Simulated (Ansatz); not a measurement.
# Geometry relaxation of Al₃₂N₃₁ (part 4 of 5)

Al₃₂N₃₁ (defect cell, 63 atoms in the cell); DFT PBE, scalar-relativistic, plane waves, PAW, spin-polarised (Ansatz 0.2.0); cutoff 420 eV, 2×2×2 k-mesh, Gaussian smearing of 0.01 eV, collinear spins. The structure derives from an entry of the Crystallography Open Database.

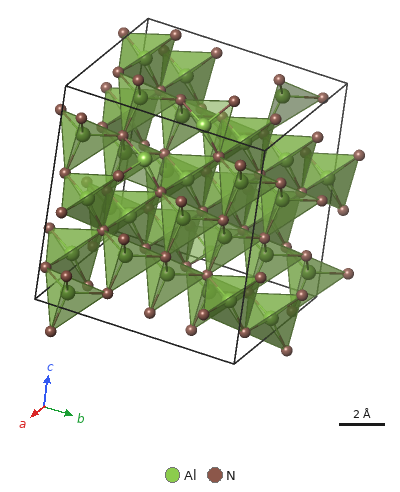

The geometry at step 5 of the log (polyhedral view of the cell of the calculation, seen slightly off an axis; polyhedra are completed across the faces of the cell).

Trajectory as extended XYZ, continued:
```
63
Lattice="6.2605 5.4217 -5.0180 -6.2605 -5.4217 -5.0180 -6.2605 5.4217 5.0180" Properties=species:S:1:pos:R:3:forces:R:3 step=3 energy=-29186.29455
Al   -3.1307    7.2476   -0.0164    0.0656  -0.1004   0.0095
Al    1.5547    4.5333   -4.9954    0.0486  -0.0334  -0.1288
Al   -0.0032    7.2174   -0.0046   -0.0738  -0.0636  -0.0134
Al    4.7018    4.5291   -5.0043   -0.0088  -0.0321   0.0689
Al   -3.1389    1.8094   -0.0010   -0.0232   0.0339  -0.0095
Al   -3.1263    1.8036   -5.0201   -0.0249  -0.0097   0.0091
Al   -4.6966    4.5225   -0.0196    0.0229  -0.0110  -0.1044
Al   -4.7027    4.5048   -5.0313   -0.0462  -0.0743   0.0518
Al   -0.0064    1.8093   -0.0077   -0.0647   0.0492  -0.0472
Al    0.0046    1.8169   -5.0527    0.0116   0.0104  -0.0162
Al   -1.5687    4.5171   -0.0065   -0.0264   0.1024  -0.0337
Al   -1.5797    4.5247   -4.9989    0.0449  -0.0040  -0.1310
Al   -9.4513    1.7316    0.0467   -0.0349   0.1661  -0.2923
Al   -4.6855   -0.9271   -4.9980    0.0483  -0.0065   0.0330
Al   -6.2646    1.8088    0.0042   -0.0119   0.0313  -0.0714
Al   -1.5614   -0.9055   -5.0118    0.0138  -0.0306  -0.1150
Al   -1.6294    6.4493   -2.5235    0.3436  -0.1524   0.1215
Al   -2.9955   -1.8192   -2.4634   -0.1943   0.1820   0.0434
Al    1.5667    6.3239   -2.4986    0.0038  -0.0182   0.0272
Al   -6.2663    3.6184    2.5057    0.1130  -0.0033   0.0105
Al   -1.5491    0.9546   -2.5114   -0.0437  -0.0488   0.0003
Al   -1.5625    0.8971   -7.5338   -0.0217  -0.0719   0.0572
Al   -3.1348    3.6268   -2.5173   -0.1470  -0.0317   0.0609
Al   -3.1269    3.6127    2.5018    0.0274   0.0122  -0.0315
Al   -4.7134    6.3274    2.4734    0.0743   0.0018   0.0349
Al   -4.6656    6.2768   -2.6106   -0.4126   0.1513   0.1837
Al   -0.0144    3.6519   -2.5066    0.1136  -0.0130   0.0313
Al   -6.2360   -1.8221   -2.5078    0.0298   0.1255   0.0376
Al   -7.8407    0.8873   -2.5046   -0.0114   0.0051  -0.0283
Al    3.1208    3.5938   -2.4894    0.0227  -0.0533  -0.0441
Al   -4.6777    0.8742   -2.5115    0.0016   0.0184   0.0463
Al   -6.2901    3.5662   -2.5071    0.1339   0.1636   0.0326
N    -4.6210   -0.9643   -3.0789   -0.1821   0.0257  -0.1014
N     0.0171    7.2336   -3.1119   -0.0194   0.0177  -0.0067
N    -1.5103   -0.8224   -3.1143   -0.1395  -0.2699   0.0369
N    -3.1331    1.8180   -3.1060    0.0934  -0.0152  -0.0054
N     3.1309    7.2254   -3.1035    0.0142   0.0050  -0.0035
N    -4.7402    4.4651   -3.1140    0.2630  -0.1008  -0.1206
N    -4.6929    4.5167    1.8945    0.0255   0.0557  -0.0143
N     0.0063    1.8507   -3.1356   -0.0537  -0.0251   0.0457
N     0.0052    1.8006   -8.1343    0.0892  -0.0469   0.0070
N    -1.5834    4.5741   -3.0897   -0.1370   0.0762  -0.0476
N    -7.8101   -0.9148   -3.1046   -0.0212  -0.0108   0.0048
N    -3.1348    7.2190    1.9007   -0.0384   0.0025   0.0391
N     1.5694    4.5205   -3.0827   -0.0618   0.0373   0.0003
N    -6.2640    1.7597   -3.1053   -0.0153   0.0406   0.0335
N    -1.5764   -0.9199   -8.1070    0.0104   0.0417   0.0004
N    -1.5782    6.3263   -0.6128    0.0095  -0.0084   0.2450
N     3.1261    3.6464   -5.5704    0.0476  -0.0641  -0.0970
N    -4.6920    0.8848   -5.5978    0.0213   0.0431  -0.0227
N    -0.0055    9.0264   -0.5916   -0.0584  -0.0160  -0.0951
N    -1.5709    0.9137   -0.5941    0.0162  -0.0098  -0.0082
N    -1.5637    0.8995   -5.6240   -0.0185   0.0154  -0.0085
N    -3.1336    3.6164   -0.6024    0.0339  -0.0430   0.0123
N    -3.1319    3.6103   -5.6180   -0.0063   0.0306   0.0109
N   -11.0027    0.8781   -0.6421    0.0075  -0.0007   0.0246
N    -4.6797    6.3350   -0.6688    0.0869   0.0606   0.1069
N     0.0001    3.6190   -0.5902   -0.0096  -0.0459  -0.0325
N    -0.0068    3.6328   -5.6112   -0.0054  -0.0473   0.0174
N    -7.8521    0.9117   -0.5755    0.1061  -0.0876   0.0798
N    -3.1295   -1.8622   -5.5695    0.0177   0.0847   0.0517
N    -4.7034    0.9063   -0.5986   -0.0018  -0.0214   0.0239
N    -6.2633    3.6100   -0.5993   -0.0475  -0.0191   0.0308
63
Lattice="6.2605 5.4217 -5.0180 -6.2605 -5.4217 -5.0180 -6.2605 5.4217 5.0180" Properties=species:S:1:pos:R:3:forces:R:3 step=4 energy=-29186.34299
Al   -3.1251    7.2429   -0.0090    0.0386  -0.0352  -0.0727
Al    1.5581    4.5284   -5.0031    0.0300  -0.0048  -0.0510
Al   -0.0007    7.2189    0.0013   -0.0365  -0.0300  -0.0049
Al    4.7012    4.5241   -5.0042    0.0000  -0.0062   0.0069
Al   -3.1378    1.8073   -0.0012   -0.0029  -0.0047   0.0047
Al   -3.1268    1.8053   -5.0193   -0.0189   0.0002   0.0049
Al   -4.6930    4.5210   -0.0209    0.0038   0.0127  -0.0216
Al   -4.7041    4.5039   -5.0335   -0.0071   0.0119   0.0383
Al   -0.0114    1.8101   -0.0092    0.0094   0.0109  -0.0356
Al    0.0021    1.8162   -5.0454    0.0081   0.0022   0.0184
Al   -1.5681    4.5156   -0.0029    0.0087   0.0659  -0.0052
Al   -1.5776    4.5233   -5.0039   -0.0053   0.0333  -0.0686
Al   -9.4510    1.7458    0.0226   -0.0688   0.0197  -0.0448
Al   -4.6892   -0.9222   -5.0040    0.0170  -0.0128   0.0410
Al   -6.2605    1.8101    0.0009   -0.0326  -0.0148  -0.0342
Al   -1.5612   -0.9064   -5.0162   -0.0049  -0.0093  -0.0507
Al   -1.6021    6.4319   -2.5092    0.1166   0.0493   0.0867
Al   -3.0202   -1.8166   -2.4689   -0.0245  -0.0797   0.0440
Al    1.5712    6.3220   -2.5003    0.0005   0.0160   0.0087
Al   -6.2640    3.6151    2.5021    0.0272  -0.0178   0.0317
Al   -1.5533    0.9374   -2.5124   -0.0006   0.0106   0.0098
Al   -1.5653    0.8970   -7.5299   -0.0341  -0.0070   0.0119
Al   -3.1329    3.6228   -2.5142   -0.0775  -0.0066   0.0123
Al   -3.1275    3.6135    2.5005    0.0075   0.0029  -0.0067
Al   -4.7123    6.3265    2.4766    0.0148  -0.0133   0.0190
Al   -4.6903    6.2885   -2.5914   -0.0731   0.0779  -0.0436
Al   -0.0111    3.6468   -2.5088    0.0504  -0.0390   0.0225
Al   -6.2440   -1.8157   -2.5057    0.0144   0.0707   0.0008
Al   -7.8378    0.8920   -2.5048    0.0074   0.0004  -0.0190
Al    3.1230    3.5975   -2.4965    0.0104  -0.0294  -0.0207
Al   -4.6796    0.8812   -2.5098   -0.0089   0.0006   0.0098
Al   -6.2785    3.5795   -2.5067    0.0527   0.0509   0.0065
N    -4.6413   -0.9537   -3.0879   -0.0309   0.0032   0.0055
N     0.0259    7.2319   -3.1151   -0.0058  -0.0147   0.0087
N    -1.5226   -0.8430   -3.1161   -0.0708  -0.0967  -0.0068
N    -3.1291    1.8143   -3.1054    0.0298  -0.0035  -0.0081
N     3.1324    7.2261   -3.1043    0.0106  -0.0050  -0.0020
N    -4.7262    4.4686   -3.1187    0.1135   0.0289   0.0251
N    -4.6915    4.5185    1.8927   -0.0042   0.0108  -0.0070
N     0.0013    1.8419   -3.1291   -0.0282   0.0114  -0.0080
N    -0.0034    1.8070   -8.1334   -0.0015  -0.0708   0.0411
N    -1.5829    4.5681   -3.0934   -0.0755   0.1061   0.0174
N    -7.8145   -0.9105   -3.1030   -0.0077  -0.0267   0.0187
N    -3.1350    7.2203    1.9063   -0.0159   0.0219   0.0372
N     1.5688    4.5202   -3.0890   -0.0335   0.0067   0.0220
N    -6.2626    1.7715   -3.1002    0.0020   0.0178   0.0141
N    -1.5713   -0.9166   -8.1077    0.0039   0.0195  -0.0020
N    -1.5716    6.3230   -0.5919    0.0311  -0.0569   0.0733
N     3.1280    3.6379   -5.5749   -0.0213   0.0223  -0.0302
N    -4.6914    0.8896   -5.6000    0.0114   0.0104  -0.0208
N    -0.0071    9.0242   -0.5962   -0.0135   0.0054  -0.0321
N    -1.5723    0.9078   -0.5953    0.0041  -0.0034  -0.0024
N    -1.5650    0.9005   -5.6216    0.0131  -0.0023  -0.0123
N    -3.1304    3.6134   -0.6006    0.0019  -0.0134  -0.0080
N    -3.1325    3.6119   -5.6194    0.0113  -0.0013   0.0070
N   -11.0049    0.8798   -0.6411    0.0042  -0.0310  -0.0562
N    -4.6785    6.3389   -0.6513    0.0147  -0.0257  -0.0276
N    -0.0015    3.6179   -0.5934   -0.0044  -0.0223  -0.0246
N    -0.0062    3.6288   -5.6106   -0.0024  -0.0236   0.0085
N    -7.8448    0.9100   -0.5762    0.0148  -0.0084   0.0396
N    -3.1315   -1.8482   -5.5784    0.0383   0.0159   0.0167
N    -4.7012    0.9038   -0.5987    0.0070  -0.0080  -0.0053
N    -6.2613    3.6118   -0.5997   -0.0180   0.0078   0.0201
63
Lattice="6.2605 5.4217 -5.0180 -6.2605 -5.4217 -5.0180 -6.2605 5.4217 5.0180" Properties=species:S:1:pos:R:3:forces:R:3 step=5 energy=-29186.35615
Al   -3.1205    7.2384   -0.0108   -0.0045   0.0004  -0.0478
Al    1.5591    4.5262   -5.0069    0.0038   0.0028   0.0008
Al    0.0028    7.2186    0.0073    0.0005  -0.0080   0.0140
Al    4.7006    4.5209   -5.0049   -0.0029   0.0086  -0.0081
Al   -3.1379    1.8056   -0.0014    0.0029  -0.0034   0.0018
Al   -3.1264    1.8063   -5.0181    0.0006   0.0021   0.0043
Al   -4.6912    4.5219   -0.0243   -0.0042   0.0123   0.0057
Al   -4.7045    4.5048   -5.0326   -0.0032   0.0069  -0.0053
Al   -0.0142    1.8087   -0.0132    0.0152   0.0083   0.0056
Al    0.0023    1.8152   -5.0450    0.0020   0.0048   0.0056
Al   -1.5656    4.5146    0.0011    0.0103   0.0078   0.0002
Al   -1.5788    4.5279   -5.0051    0.0043   0.0085  -0.0098
Al   -9.4607    1.7491    0.0125   -0.0332   0.0254  -0.0144
Al   -4.6890   -0.9231   -5.0022    0.0062  -0.0156   0.0180
Al   -6.2612    1.8105   -0.0008   -0.0143  -0.0152  -0.0176
Al   -1.5624   -0.9088   -5.0195   -0.0107   0.0063  -0.0141
Al   -1.5841    6.4356   -2.4941    0.0450   0.0030   0.0741
Al   -3.0284   -1.8326   -2.4688   -0.0122  -0.0758   0.0161
Al    1.5745    6.3212   -2.4992    0.0030  -0.0019  -0.0001
Al   -6.2629    3.6124    2.5023    0.0175   0.0195   0.0096
Al   -1.5563    0.9276   -2.5142   -0.0002   0.0146   0.0084
Al   -1.5691    0.8963   -7.5283   -0.0006   0.0169  -0.0068
Al   -3.1327    3.6248   -2.5117    0.0084  -0.0165  -0.0003
Al   -3.1285    3.6141    2.5003   -0.0014   0.0028   0.0009
Al   -4.7140    6.3252    2.4728    0.0087  -0.0080   0.0030
Al   -4.6966    6.3053   -2.5958    0.0238   0.0134  -0.0342
Al   -0.0119    3.6454   -2.5094    0.0100  -0.0137   0.0024
Al   -6.2473   -1.8122   -2.5038   -0.0010   0.0083  -0.0124
Al   -7.8366    0.8953   -2.5048    0.0000   0.0074  -0.0147
Al    3.1238    3.5974   -2.5006   -0.0009  -0.0081   0.0017
Al   -4.6788    0.8824   -2.5083    0.0011  -0.0134  -0.0029
Al   -6.2695    3.5896   -2.5060   -0.0210  -0.0091   0.0030
N    -4.6460   -0.9544   -3.0866    0.0109   0.0178   0.0144
N     0.0336    7.2319   -3.1153   -0.0224  -0.0048   0.0014
N    -1.5321   -0.8584   -3.1173   -0.0160  -0.0385  -0.0083
N    -3.1269    1.8142   -3.1047   -0.0057   0.0134  -0.0071
N     3.1327    7.2264   -3.1046   -0.0005  -0.0024   0.0017
N    -4.7160    4.4777   -3.1183    0.0355   0.0899   0.0198
N    -4.6921    4.5187    1.8894   -0.0132  -0.0013  -0.0026
N    -0.0036    1.8389   -3.1296   -0.0105   0.0050  -0.0133
N    -0.0106    1.8084   -8.1340   -0.0482  -0.0312   0.0172
N    -1.5859    4.5782   -3.0905   -0.0342   0.0465   0.0024
N    -7.8163   -0.9092   -3.0996    0.0007  -0.0093   0.0123
N    -3.1362    7.2206    1.9063   -0.0049   0.0078   0.0187
N     1.5672    4.5198   -3.0903   -0.0029  -0.0027   0.0051
N    -6.2596    1.7785   -3.0950    0.0133   0.0085   0.0013
N    -1.5688   -0.9150   -8.1083    0.0012  -0.0074  -0.0100
N    -1.5633    6.3189   -0.5765    0.0383  -0.0338  -0.0008
N     3.1273    3.6336   -5.5765   -0.0104   0.0258  -0.0004
N    -4.6894    0.8897   -5.5991   -0.0028   0.0008  -0.0079
N    -0.0071    9.0226   -0.5969    0.0047   0.0021   0.0027
N    -1.5740    0.9038   -0.5973   -0.0008  -0.0034  -0.0041
N    -1.5652    0.8999   -5.6213    0.0110  -0.0093   0.0061
N    -3.1283    3.6124   -0.5994   -0.0053  -0.0053  -0.0032
N    -3.1326    3.6135   -5.6188    0.0023  -0.0128   0.0043
N   -11.0099    0.8767   -0.6489    0.0069  -0.0398  -0.0259
N    -4.6763    6.3399   -0.6546   -0.0054  -0.0220  -0.0154
N    -0.0013    3.6160   -0.5948   -0.0043  -0.0065  -0.0111
N    -0.0078    3.6280   -5.6093   -0.0044  -0.0037   0.0104
N    -7.8463    0.9128   -0.5752   -0.0204   0.0128   0.0187
N    -3.1318   -1.8455   -5.5821    0.0246   0.0063  -0.0179
N    -4.7012    0.9025   -0.5990    0.0018   0.0014   0.0029
N    -6.2606    3.6135   -0.5995    0.0079   0.0047   0.0014
63
Lattice="6.2605 5.4217 -5.0180 -6.2605 -5.4217 -5.0180 -6.2605 5.4217 5.0180" Properties=species:S:1:pos:R:3:forces:R:3 step=6 energy=-29186.36142
Al   -3.1168    7.2353   -0.0144   -0.0204   0.0116  -0.0200
Al    1.5587    4.5254   -5.0082   -0.0075   0.0018   0.0147
Al    0.0087    7.2183    0.0148    0.0157   0.0061   0.0121
Al    4.7000    4.5196   -5.0072   -0.0030   0.0069  -0.0055
Al   -3.1383    1.8046   -0.0011    0.0003   0.0003   0.0007
Al   -3.1252    1.8063   -5.0170    0.0066   0.0000  -0.0055
Al   -4.6903    4.5234   -0.0269   -0.0068   0.0047   0.0006
Al   -4.7040    4.5058   -5.0326   -0.0022  -0.0045  -0.0119
Al   -0.0157    1.8066   -0.0156    0.0099   0.0015   0.0241
Al    0.0026    1.8152   -5.0463    0.0026  -0.0011  -0.0057
Al   -1.5623    4.5110    0.0059   -0.0010  -0.0197   0.0084
Al   -1.5805    4.5326   -5.0049    0.0092  -0.0041   0.0098
Al   -9.4713    1.7549    0.0017    0.0092   0.0270   0.0044
Al   -4.6878   -0.9255   -5.0003   -0.0008  -0.0041   0.0031
Al   -6.2638    1.8107   -0.0021    0.0033  -0.0010   0.0002
Al   -1.5632   -0.9103   -5.0223   -0.0057   0.0059   0.0088
Al   -1.5666    6.4351   -2.4748   -0.0139  -0.0296   0.0214
Al   -3.0346   -1.8518   -2.4679   -0.0193  -0.0301  -0.0173
Al    1.5762    6.3200   -2.4982    0.0067  -0.0045   0.0003
Al   -6.2617    3.6121    2.5034    0.0060   0.0188  -0.0086
Al   -1.5599    0.9203   -2.5164    0.0032   0.0067   0.0051
Al   -1.5726    0.8959   -7.5277    0.0167   0.0107  -0.0089
Al   -3.1316    3.6272   -2.5099    0.0228  -0.0089  -0.0009
Al   -3.1299    3.6148    2.5010    0.0022  -0.0021   0.0032
Al   -4.7155    6.3239    2.4679    0.0005   0.0063  -0.0089
Al   -4.6973    6.3223   -2.6021    0.0560  -0.0178   0.0037
Al   -0.0131    3.6435   -2.5106   -0.0076  -0.0014  -0.0053
Al   -6.2500   -1.8107   -2.5026   -0.0028  -0.0182  -0.0088
Al   -7.8360    0.8990   -2.5054   -0.0044  -0.0005  -0.0066
Al    3.1239    3.5973   -2.5057    0.0011   0.0127   0.0115
Al   -4.6769    0.8817   -2.5061    0.0010  -0.0182  -0.0043
Al   -6.2640    3.5978   -2.5063   -0.0315  -0.0194   0.0016
N    -4.6471   -0.9563   -3.0842    0.0080   0.0247   0.0045
N     0.0378    7.2325   -3.1143   -0.0261   0.0014  -0.0040
N    -1.5405   -0.8720   -3.1181    0.0171  -0.0030  -0.0003
N    -3.1265    1.8155   -3.1044   -0.0137   0.0131   0.0008
N     3.1319    7.2267   -3.1044   -0.0062  -0.0002   0.0018
N    -4.7078    4.4919   -3.1175   -0.0093   0.0501  -0.0065
N    -4.6934    4.5188    1.8864   -0.0067  -0.0099   0.0031
N    -0.0081    1.8361   -3.1322    0.0040  -0.0022   0.0005
N    -0.0188    1.8088   -8.1344   -0.0391   0.0103  -0.0048
N    -1.5881    4.5863   -3.0877    0.0088  -0.0021  -0.0064
N    -7.8174   -0.9083   -3.0956    0.0010   0.0043   0.0001
N    -3.1374    7.2210    1.9047    0.0038  -0.0082   0.0050
N     1.5655    4.5190   -3.0911    0.0034  -0.0022  -0.0064
N    -6.2551    1.7836   -3.0895    0.0064   0.0066  -0.0032
N    -1.5679   -0.9143   -8.1111    0.0035  -0.0126  -0.0030
N    -1.5527    6.3134   -0.5614    0.0152   0.0027  -0.0301
N     3.1260    3.6317   -5.5771    0.0068   0.0053   0.0131
N    -4.6870    0.8884   -5.5977   -0.0088  -0.0013  -0.0001
N    -0.0058    9.0214   -0.5956    0.0035  -0.0056   0.0096
N    -1.5757    0.9016   -0.5997   -0.0034  -0.0029  -0.0066
N    -1.5644    0.8988   -5.6209   -0.0013  -0.0055   0.0112
N    -3.1270    3.6118   -0.5982    0.0008   0.0036   0.0002
N    -3.1325    3.6135   -5.6177   -0.0049  -0.0063   0.0017
N   -11.0140    0.8724   -0.6571    0.0068  -0.0166   0.0101
N    -4.6746    6.3408   -0.6595   -0.0107   0.0011   0.0164
N    -0.0003    3.6129   -0.5962   -0.0007   0.0059  -0.0005
N    -0.0101    3.6286   -5.6076   -0.0008   0.0082   0.0046
N    -7.8515    0.9172   -0.5741   -0.0175   0.0045   0.0011
N    -3.1311   -1.8419   -5.5888    0.0020  -0.0005  -0.0273
N    -4.7021    0.9021   -0.5978   -0.0018   0.0021   0.0046
N    -6.2596    3.6150   -0.6002    0.0135  -0.0009  -0.0048
```
